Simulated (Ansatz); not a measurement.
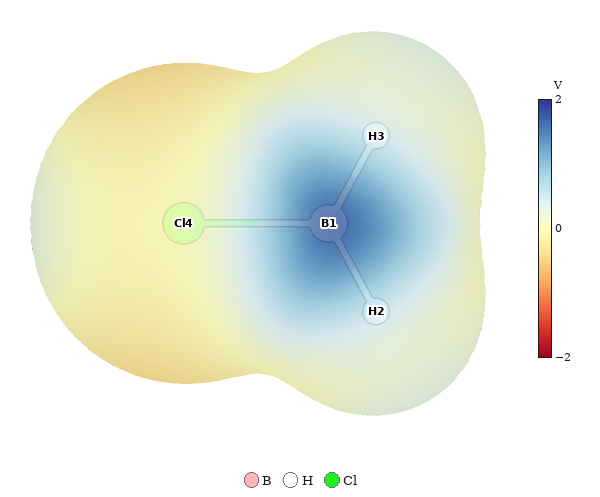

The picture shows: BClH₂. The molecular electrostatic potential painted on the density surface at 0.002 e/bohr³, seen across its widest extent; red is negative and blue positive.

Level of theory: RKS B3LYP/def2-SVP (Ansatz).

```xyz
4

B    -0.0129    0.0000   -0.0075
H    -0.0499    0.0000    1.1926
H     1.0078    0.0000   -0.6395
Cl   -1.5252    0.0000   -0.8806
```

**Where is the surface potential most negative and most positive?**

The most negative region (about −0.4 V) lies over Cl4, the most positive (about +1.6 V) over B1. Cl4 shows a σ-hole: about +0.3 V at the tip opposite its bond, against about −0.2 V on its flanks.
